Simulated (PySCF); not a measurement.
# C₃H₁₀OSi₃: NMR shifts, electronic excitations and K edges in gas and solvents, part 1 of 2

Aim: compute the NMR shifts, electronic excitations and K edges of C₃H₁₀OSi₃ (`C#C[Si@@H](O[SiH3])[SiH2]C`), and see what a dielectric continuum does where one was used.

Computed with PySCF 2.14.0, with density-fitted response routines of our own, on a single molecule, in the gas phase or a continuum. Atoms count from 0, in the outputs and in this text.

### Step 1. The starting structure

17 atoms, charge 0, multiplicity 1; geometry from: GFN2-xTB. The atoms were then displaced at random by about 0.01 Å, so the start is not that level's minimum.

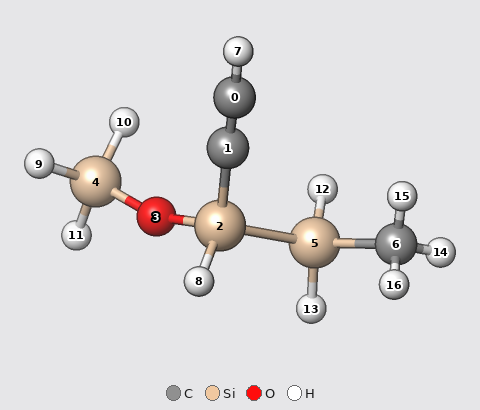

The starting geometry (carbon grey, silicon light orange, oxygen red, hydrogen white), atoms numbered.

### Step 2. Optimising the geometry at PBE0-D3(BJ)/def2-SVP

The job: settings as JSON, then the geometry in Å.

```
{"job": {"xc": "PBE0", "basis": "def2-SVP", "d3": "d3bj", "grid": 1, "shake": 0.01, "kind": "geom"}, "charge": 0, "multiplicity": 1}
C      0.320510     2.980400    -0.365510
C      0.062320     1.967340     0.197140
Si    -0.307480     0.346160     1.028070
O     -1.785430    -0.078000     0.669860
Si    -3.227800    -0.221690    -0.116000
Si     1.077690    -1.359220     0.308590
C      2.909250    -0.855140     0.522490
H      0.513660     3.922790    -0.863520
H     -0.361220     0.662900     2.493090
H     -4.030470     0.959220     0.229870
H     -2.951660    -0.293860    -1.529510
H     -3.800260    -1.452500     0.414050
H      0.859520    -1.728180    -1.111870
H      0.873180    -2.612040     1.077500
H      3.565360    -1.650690     0.191220
H      3.129610     0.053220    -0.045220
H      3.136700    -0.628870     1.559370
```

Launch:

```
> OMP_NUM_THREADS=1 python probes_run.py task.json out
```

The driver reads the jobs from task.json and runs them one after another.

The program printed:

```text
step   0  E = -1063.03604243  max force = 0.065439
step   1  E = -1063.04882391  max force = 0.010893
step   2  E = -1063.04943648  max force = 0.004413
step   3  E = -1063.04961738  max force = 0.001742
step   4  E = -1063.04972020  max force = 0.002937
step   5  E = -1063.04992329  max force = 0.005743
step   6  E = -1063.05006591  max force = 0.004979
step   7  E = -1063.05020274  max force = 0.001435
step   8  E = -1063.05025815  max force = 0.000601
step   9  E = -1063.05029584  max force = 0.001216
step  10  E = -1063.05031639  max force = 0.000734
step  11  E = -1063.05032694  max force = 0.000178
optimisation converged
```

Run time: 3 min. Hardware: 1 thread of Arm Neoverse V1, shared host; peak memory 0.63 GiB.

Step by step:

```tsv
step	energy from step 0 (eV)	largest force component (eV/Å)
0	0.0000	3.3650
1	-0.3478	0.5601
2	-0.3645	0.2269
3	-0.3694	0.0896
4	-0.3722	0.1510
5	-0.3777	0.2953
6	-0.3816	0.2560
7	-0.3853	0.0738
8	-0.3868	0.0309
9	-0.3879	0.0625
10	-0.3884	0.0377
11	-0.3887	0.0092
```

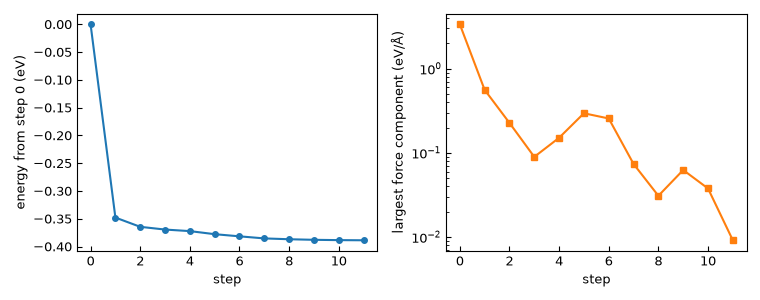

Energy and largest force along the relaxation.

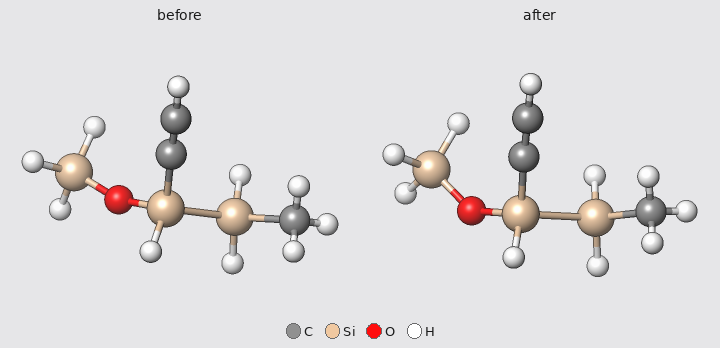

Before and after, at one scale.

Close pairs (by a distance rule), those that changed most:

```tsv
bond	before (Å)	after (Å)	change (Å)
Si2–O3	1.579	1.663	+0.084
Si4–H10	1.442	1.494	+0.052
Si4–H11	1.457	1.490	+0.033
Si2–Si5	2.312	2.343	+0.031
C0–C1	1.187	1.218	+0.031
Si5–C6	1.912	1.884	-0.028
Si4–H9	1.469	1.493	+0.024
C6–H14	1.083	1.101	+0.018
```

The next job starts from the end point, and lists it.

```tsv
at the end point	value
point group (found at 0.08 Å tolerance)	C1
rotational constants (GHz, main isotopes)	1.954, 0.845, 0.661
dipole moment (D)	1.58
```

### Step 3. NMR shieldings: PBE0/pcSseg-1 in acetonitrile

The job: settings as JSON, then the geometry in Å.

```
{"job": {"kind": "nmr", "xc": "PBE0", "basis": "pcSseg-1", "solvent": "acetonitrile", "pop": true}, "charge": 0, "multiplicity": 1}
C      0.120344     2.728196    -0.423992
C     -0.089254     1.732923     0.246677
Si    -0.356189     0.173581     1.189925
O     -1.905796    -0.373066     0.937048
Si    -3.185102    -0.173328    -0.104964
Si     1.212322    -1.375130     0.395071
C      2.944179    -0.635368     0.452326
H      0.297153     3.613594    -1.009223
H     -0.194336     0.484209     2.640113
H     -3.883253     1.118882     0.163892
H     -2.714009    -0.187813    -1.523008
H     -4.131642    -1.303068     0.113498
H      0.828638    -1.716029    -1.012464
H      1.140072    -2.633167     1.205056
H      3.682080    -1.333057     0.027928
H      2.978591     0.300834    -0.125394
H      3.240609    -0.410885     1.488276
```

With the program's defaults for keys left out, this is: GIAO PBE0/pcSseg-1 NMR shielding, non-relativistic, IEF-PCM acetonitrile.

The program printed:

```text
coarse grid: 15416 points
cycle   1  E = -1063.2300998405  dE =  3.318e-01  |g| = 8.167e-01  |ddm| = 3.744e+00
cycle   2  E = -1063.0418802053  dE =  1.882e-01  |g| = 1.278e+00  |ddm| = 1.688e+00
cycle   3  E = -1063.3538823137  dE = -3.120e-01  |g| = 1.487e-01  |ddm| = 1.218e+00
cycle   4  E = -1063.3584015968  dE = -4.519e-03  |g| = 4.076e-02  |ddm| = 1.626e-01
cycle   5  E = -1063.3587994944  dE = -3.979e-04  |g| = 1.386e-02  |ddm| = 4.199e-02
cycle   6  E = -1063.3588388321  dE = -3.934e-05  |g| = 5.940e-03  |ddm| = 1.240e-02
cycle   7  E = -1063.3588472094  dE = -8.377e-06  |g| = 1.419e-03  |ddm| = 4.687e-03
final grid: 134336 points
cycle   8  E = -1063.4098224639  dE = -1.280e-05  |g| = 9.349e-03  |ddm| = 2.468e-02
cycle   9  E = -1063.4097991319  dE =  2.333e-05  |g| = 1.433e-02  |ddm| = 1.725e-02
cycle  10  E = -1063.4098398452  dE = -4.071e-05  |g| = 1.543e-03  |ddm| = 1.092e-02
cycle  11  E = -1063.4098403546  dE = -5.094e-07  |g| = 3.586e-04  |ddm| = 1.175e-03
cycle  12  E = -1063.4098403794  dE = -2.481e-08  |g| = 1.802e-04  |ddm| = 3.671e-04
cycle  13  E = -1063.4098403872  dE = -7.752e-09  |g| = 2.555e-05  |ddm| = 1.327e-04
cycle  14  E = -1063.4098403873  dE = -1.346e-10  |g| = 6.146e-06  |ddm| = 2.953e-05
converged SCF energy = -1063.4098403873

GIAO shielding tensors (ppm)
atom      isotropic    diamagn.    paramagn.     s11        s22        s33       span
  0 C       73.284     261.414    -188.130     -6.908     -3.954    230.715    237.623
  1 C       96.802     264.549    -167.747     -3.080      2.431    291.054    294.133
  2 Si     381.155     880.620    -499.464    303.871    384.447    455.148    151.277
  3 O      330.802     400.390     -69.588    274.604    334.858    382.945    108.341
  4 Si     388.019     877.952    -489.933    344.945    355.107    464.005    119.060
  5 Si     422.482     882.283    -459.801    396.920    402.017    468.508     71.588
  6 C      197.091     253.894     -56.802    190.991    197.805    202.477     11.486
  7 H       27.975      32.447      -4.472     23.182     23.529     37.215     14.033
  8 H       25.869      28.267      -2.398     22.942     24.405     30.259      7.316
  9 H       26.263      27.602      -1.339     23.011     24.607     31.170      8.159
 10 H       26.218      29.866      -3.648     22.938     25.261     30.455      7.517
 11 H       26.393      27.399      -1.007     23.066     24.479     31.634      8.567
 12 H       27.502      31.721      -4.219     24.461     26.177     31.869      7.408
 13 H       27.476      30.022      -2.547     24.018     25.870     32.539      8.521
 14 H       30.737      27.622       3.115     25.703     27.459     39.049     13.346
 15 H       30.967      32.046      -1.079     25.607     29.543     37.752     12.145
 16 H       31.076      29.157       1.920     26.482     28.317     38.431     11.949
```

Wall time 33 s (1 thread of Arm Neoverse V1, shared host); peak memory 0.97 GiB.

The references, computed at this level on geometries of the same kind, shield at (ppm): 1H TMS 31.24, 13C TMS 185.5, 29Si TMS 351.8, 17O H2O 343.0. Their shielding less the atom's gives the shift. The references are single molecules in the same continuum, so shifts against H2O, NH3, PH3, H3PO4 or CFCl3 are not on the usual liquid scales and can be off by tens of ppm. Atoms listed in one row are averaged.

```tsv
atoms	environment	σ (ppm)	δ (ppm)
C0	terminal alkyne carbon	73.3	112.2
C1	alkyne carbon	96.8	88.7
C6	methyl carbon bonded to Si	197.1	-11.6
H8	hydrogen on a silicon bonded to C, O, Si	25.87	5.37
H9, H10, H11	hydrogen on a silicon bonded to O	26.29	4.95
H13	hydrogen on a silicon bonded to C, Si	27.48	3.76
H12	hydrogen on a silicon bonded to C, Si	27.50	3.74
H7	hydrogen on a terminal alkyne carbon	27.98	3.26
H14, H15, H16	hydrogen on a methyl carbon bonded to Si	30.93	0.31
Si2	silicon bonded to C, O, Si, H	381.2	-29.4
Si4	silicon bonded to O, 3 H	388.0	-36.2
Si5	silicon bonded to C, Si, 2 H	422.5	-70.7
O3	oxygen bonded to 2 Si	330.8	12.2
```

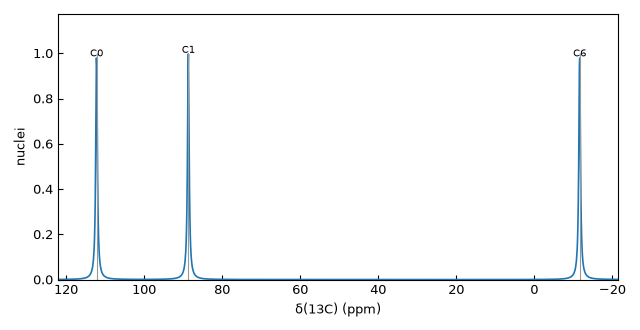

13C lines at the computed shifts, without couplings. Lines are broadened to a width of 0.50 ppm (Lorentzian).

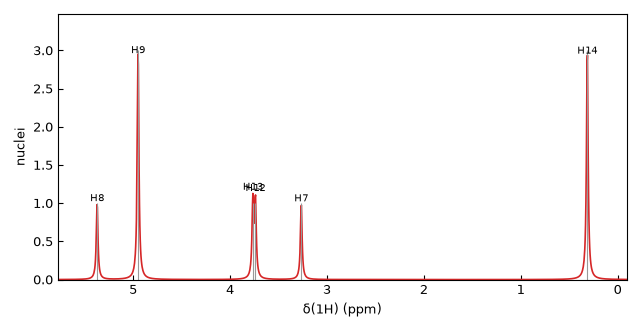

1H lines at the computed shifts, without couplings. Lines are broadened to a width of 0.02 ppm (Lorentzian).

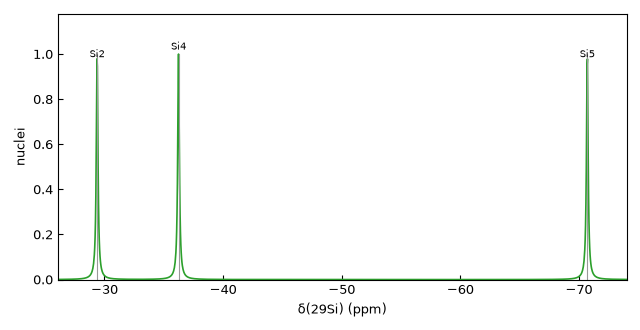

29Si lines at the computed shifts, without couplings. Lines are broadened to a width of 0.17 ppm (Lorentzian).

The run also stored atomic charges by several schemes (e):

```tsv
atoms	Mulliken	IAO	Hirshfeld	ESP fit
C0	-0.21	-0.18	-0.08	-0.37
C1	-0.25	-0.37	-0.17	-0.13
Si2	0.82	0.87	0.34	0.39
O3	-0.77	-0.87	-0.31	-0.46
Si4	0.73	0.85	0.38	0.57
Si5	0.29	0.45	0.25	0.46
C6	-0.64	-0.70	-0.21	-0.59
```

IAO charges:

C0 -0.18; C1 -0.37; Si2 0.87; O3 -0.87; Si4 0.85; Si5 0.45; C6 -0.70; H7 0.22; H8 -0.12; H9 -0.14; H10 -0.14; H11 -0.13; H12 -0.11; H13 -0.11; H14 0.16; H15 0.16; H16 0.16

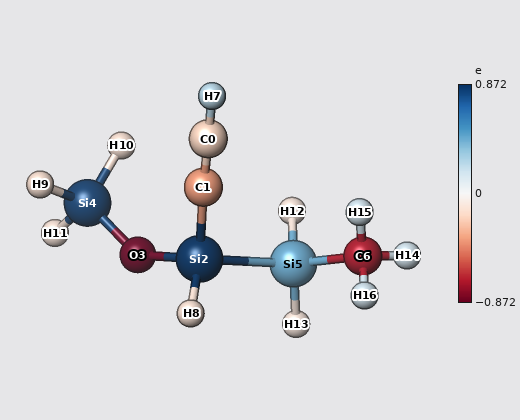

IAO charges, as colours on the atoms.

Mayer bond orders: C0–C1 2.53, C1–Si2 0.87, Si2–O3 0.89, O3–Si4 0.89, Si2–Si5 0.91, Si5–C6 0.96.

### Step 4. Shielding tensors: PBE0/pcSseg-1 in chloroform

The job, as its differences from that of step 3:

```diff
@@ -1,2 +1,2 @@
-{"job": {"kind": "nmr", "xc": "PBE0", "basis": "pcSseg-1", "solvent": "acetonitrile", "pop": true}, "charge": 0, "multiplicity": 1}
+{"job": {"kind": "nmr", "xc": "PBE0", "basis": "pcSseg-1", "solvent": "chloroform", "pop": false}, "charge": 0, "multiplicity": 1}
 C      0.120344     2.728196    -0.423992
```

With the program's defaults for keys left out, this is: GIAO PBE0/pcSseg-1 NMR shielding, non-relativistic, IEF-PCM chloroform.

The program printed:

```text
coarse grid: 15416 points
cycle   1  E = -1063.2276739921  dE =  3.341e-01  |g| = 8.187e-01  |ddm| = 3.744e+00
cycle   2  E = -1063.0330535528  dE =  1.946e-01  |g| = 1.291e+00  |ddm| = 1.723e+00
cycle   3  E = -1063.3520726111  dE = -3.190e-01  |g| = 1.529e-01  |ddm| = 1.247e+00
cycle   4  E = -1063.3568862735  dE = -4.814e-03  |g| = 4.328e-02  |ddm| = 1.708e-01
cycle   5  E = -1063.3573003847  dE = -4.141e-04  |g| = 1.917e-02  |ddm| = 4.615e-02
cycle   6  E = -1063.3573828634  dE = -8.248e-05  |g| = 6.330e-03  |ddm| = 1.563e-02
cycle   7  E = -1063.3573924917  dE = -9.628e-06  |g| = 1.357e-03  |ddm| = 5.135e-03
final grid: 134336 points
cycle   8  E = -1063.4083762149  dE = -1.289e-05  |g| = 9.335e-03  |ddm| = 2.446e-02
cycle   9  E = -1063.4083534171  dE =  2.280e-05  |g| = 1.424e-02  |ddm| = 1.738e-02
cycle  10  E = -1063.4083935616  dE = -4.014e-05  |g| = 1.496e-03  |ddm| = 1.111e-02
cycle  11  E = -1063.4083940238  dE = -4.623e-07  |g| = 3.545e-04  |ddm| = 1.159e-03
cycle  12  E = -1063.4083940474  dE = -2.360e-08  |g| = 1.896e-04  |ddm| = 3.737e-04
cycle  13  E = -1063.4083940562  dE = -8.770e-09  |g| = 2.606e-05  |ddm| = 1.390e-04
cycle  14  E = -1063.4083940563  dE = -1.460e-10  |g| = 5.912e-06  |ddm| = 2.978e-05
converged SCF energy = -1063.4083940563

GIAO shielding tensors (ppm)
atom      isotropic    diamagn.    paramagn.     s11        s22        s33       span
  0 C       74.251     261.716    -187.464     -5.423     -2.491    230.669    236.092
  1 C       96.544     264.493    -167.949     -3.470      2.020    291.082    294.552
  2 Si     381.477     880.589    -499.112    304.601    384.438    455.392    150.792
  3 O      330.891     400.289     -69.398    274.215    335.040    383.417    109.202
  4 Si     388.223     877.967    -489.744    345.017    355.364    464.289    119.271
  5 Si     422.890     882.318    -459.428    397.725    402.394    468.550     70.824
  6 C      196.891     253.849     -56.958    190.701    197.636    202.336     11.635
  7 H       28.127      32.570      -4.443     23.364     23.712     37.305     13.942
  8 H       25.870      28.259      -2.389     22.943     24.404     30.262      7.320
  9 H       26.257      27.604      -1.347     23.005     24.604     31.162      8.157
 10 H       26.216      29.881      -3.666     22.936     25.261     30.451      7.515
 11 H       26.396      27.411      -1.016     23.075     24.483     31.630      8.556
 12 H       27.482      31.705      -4.223     24.436     26.152     31.858      7.422
 13 H       27.465      30.019      -2.554     24.000     25.862     32.531      8.531
 14 H       30.774      27.681       3.093     25.758     27.512     39.053     13.296
 15 H       30.966      32.055      -1.089     25.617     29.543     37.737     12.120
 16 H       31.130      29.219       1.911     26.557     28.385     38.446     11.889
```

Wall time 31 s (1 thread of Arm Neoverse V1, shared host); peak memory 1.1 GiB.

Key values: δ C0 110.9, C1 88.6, C6 -11.7, Si2 -29.6, H8 5.38, H9 4.96 ppm (means over like atoms).

### Step 5. Ultraviolet spectrum: PBE0/def2-SVPD

The job, as its differences from that of step 4:

```diff
@@ -1,2 +1,2 @@
-{"job": {"kind": "nmr", "xc": "PBE0", "basis": "pcSseg-1", "solvent": "chloroform", "pop": false}, "charge": 0, "multiplicity": 1}
+{"job": {"kind": "uv", "xc": "PBE0", "basis": "def2-SVPD", "dynamic": true, "nstates": 6, "ntriplets": 0}, "charge": 0, "multiplicity": 1}
 C      0.120344     2.728196    -0.423992
```

With the program's defaults for keys left out, this is: TDDFT PBE0/def2-SVPD, vertical, gas phase, core orbitals frozen in the response.

The program printed:

```text
coarse grid: 15416 points
cycle   1  E = -1062.7847090061  dE =  2.989e-01  |g| = 7.751e-01  |ddm| = 7.120e+00
cycle   2  E = -1062.5673342873  dE =  2.174e-01  |g| = 1.287e+00  |ddm| = 2.770e+00
cycle   3  E = -1062.9035870123  dE = -3.363e-01  |g| = 1.594e-01  |ddm| = 1.611e+00
cycle   4  E = -1062.9091083507  dE = -5.521e-03  |g| = 6.075e-02  |ddm| = 3.024e-01
cycle   5  E = -1062.9097539411  dE = -6.456e-04  |g| = 3.979e-02  |ddm| = 1.154e-01
cycle   6  E = -1062.9101535810  dE = -3.996e-04  |g| = 5.037e-03  |ddm| = 4.738e-02
cycle   7  E = -1062.9101605342  dE = -6.953e-06  |g| = 1.151e-03  |ddm| = 1.110e-02
final grid: 134336 points
cycle   8  E = -1063.0517321956  dE = -1.392e-05  |g| = 8.355e-03  |ddm| = 7.783e-02
cycle   9  E = -1063.0517113222  dE =  2.087e-05  |g| = 1.297e-02  |ddm| = 2.313e-02
cycle  10  E = -1063.0517475761  dE = -3.625e-05  |g| = 1.371e-03  |ddm| = 1.439e-02
cycle  11  E = -1063.0517479914  dE = -4.152e-07  |g| = 2.609e-04  |ddm| = 1.801e-03
cycle  12  E = -1063.0517480037  dE = -1.238e-08  |g| = 1.782e-04  |ddm| = 5.419e-04
cycle  13  E = -1063.0517480117  dE = -7.968e-09  |g| = 2.634e-05  |ddm| = 2.274e-04
cycle  14  E = -1063.0517480119  dE = -2.269e-10  |g| = 4.923e-06  |ddm| = 6.782e-05
converged SCF energy = -1063.0517480119

Static polarisability (au): isotropic 119.832, principal 101.170 126.815 131.511

Singlet excitations
state   eV       nm        f      main configurations
  1   5.2699    235.3   0.00845   H->L 0.91
  2   5.9639    207.9   0.02218   H->L+1 0.47, H-1->L 0.40
  3   6.1025    203.2   0.00954   H-2->L 0.56, H-1->L+1 0.21
  4   6.3356    195.7   0.00764   H-1->L+1 0.64, H-2->L 0.23
  5   6.6545    186.3   0.14652   H->L+1 0.40, H-2->L+1 0.23, H-1->L 0.20
  6   6.8764    180.3   0.01452   H->L+2 0.73, H->L+3 0.11
```

Run time: 46 s. Hardware: 1 thread of Arm Neoverse V1, shared host; peak memory 1 GiB.

Frontier orbitals and where they lie:

```tsv
orbital	eV	atoms
HOMO−3	-9.03	O3 28 %, Si4 26 %, H11 16 %
HOMO−2	-8.66	C1 31 %, C0 28 %, O3 14 %
HOMO−1	-8.49	C1 42 %, C0 41 %, O3 6 %
HOMO	-7.53	Si5 21 %, Si2 19 %, O3 12 %
LUMO	-0.90	Si2 20 %, C0 18 %, C1 18 %
LUMO+1	-0.24	C0 28 %, C1 26 %, Si2 16 %
LUMO+2	0.44	Si5 25 %, C6 13 %, Si2 11 %
```

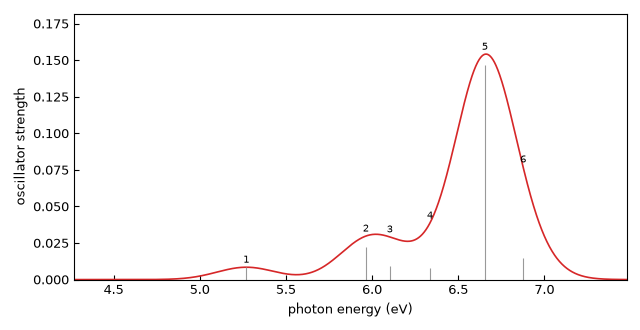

Absorption spectrum from the 6 singlet states computed; above the last one it falls off for lack of states. Lines are broadened to a width of 0.40 eV (Gaussian).

Ground-state properties from the same run:

```tsv
property	computed
dipole moment (D)	1.54
polarisability (Å³)	17.76
HOMO–LUMO gap (eV)	6.63
−ε(HOMO) (eV)	7.53
C6 with itself (au)	4953
```

### Step 6. Excited states and response: PBE0/def2-SVPD in acetonitrile

The job, as its differences from that of step 5:

```diff
@@ -1,2 +1,2 @@
-{"job": {"kind": "uv", "xc": "PBE0", "basis": "def2-SVPD", "dynamic": true, "nstates": 6, "ntriplets": 0}, "charge": 0, "multiplicity": 1}
+{"job": {"kind": "uv", "xc": "PBE0", "basis": "def2-SVPD", "solvent": "acetonitrile", "nstates": 6, "ntriplets": 0}, "charge": 0, "multiplicity": 1}
 C      0.120344     2.728196    -0.423992
```

With the program's defaults for keys left out, this is: TDDFT PBE0/def2-SVPD, vertical, IEF-PCM acetonitrile (non-equilibrium linear response), core orbitals frozen in the response.

The program printed:

```text
coarse grid: 15416 points
cycle   1  E = -1062.7933117790  dE =  2.909e-01  |g| = 7.667e-01  |ddm| = 7.146e+00
cycle   2  E = -1062.6027254822  dE =  1.906e-01  |g| = 1.236e+00  |ddm| = 2.700e+00
cycle   3  E = -1062.9099428682  dE = -3.072e-01  |g| = 1.399e-01  |ddm| = 1.578e+00
cycle   4  E = -1062.9142487377  dE = -4.306e-03  |g| = 4.279e-02  |ddm| = 2.659e-01
cycle   5  E = -1062.9147157228  dE = -4.670e-04  |g| = 1.405e-02  |ddm| = 8.251e-02
cycle   6  E = -1062.9147599232  dE = -4.420e-05  |g| = 5.374e-03  |ddm| = 2.221e-02
cycle   7  E = -1062.9147670856  dE = -7.162e-06  |g| = 1.193e-03  |ddm| = 8.399e-03
final grid: 134336 points
cycle   8  E = -1063.0563124381  dE = -1.413e-05  |g| = 8.346e-03  |ddm| = 7.904e-02
cycle   9  E = -1063.0562923919  dE =  2.005e-05  |g| = 1.287e-02  |ddm| = 2.330e-02
cycle  10  E = -1063.0563277352  dE = -3.534e-05  |g| = 1.391e-03  |ddm| = 1.421e-02
cycle  11  E = -1063.0563281817  dE = -4.465e-07  |g| = 2.339e-04  |ddm| = 1.886e-03
cycle  12  E = -1063.0563281914  dE = -9.757e-09  |g| = 1.531e-04  |ddm| = 5.233e-04
cycle  13  E = -1063.0563281972  dE = -5.762e-09  |g| = 2.080e-05  |ddm| = 2.049e-04
cycle  14  E = -1063.0563281973  dE = -1.328e-10  |g| = 5.491e-06  |ddm| = 5.552e-05
converged SCF energy = -1063.0563281973

Static polarisability (au): isotropic 162.042, principal 144.476 161.750 179.901

Singlet excitations
state   eV       nm        f      main configurations
  1   5.2767    235.0   0.01190   H->L 0.92
  2   5.9885    207.0   0.03896   H->L+1 0.53, H-1->L 0.35
  3   6.1490    201.6   0.01287   H-2->L 0.58, H-1->L+1 0.20
  4   6.3814    194.3   0.01347   H-1->L+1 0.62, H-2->L 0.21
  5   6.6372    186.8   0.19640   H->L+1 0.37, H-1->L 0.25, H-2->L+1 0.20
  6   6.9255    179.0   0.03421   H->L+3 0.74, H-3->L 0.11
```

Run time: 48 s. Hardware: 1 thread of Arm Neoverse V1, shared host; peak memory 1 GiB.

Key values: HOMO -7.51 eV, LUMO -0.88 eV; lowest singlet 5.28 eV.

(Continued in part 2 of 2.)
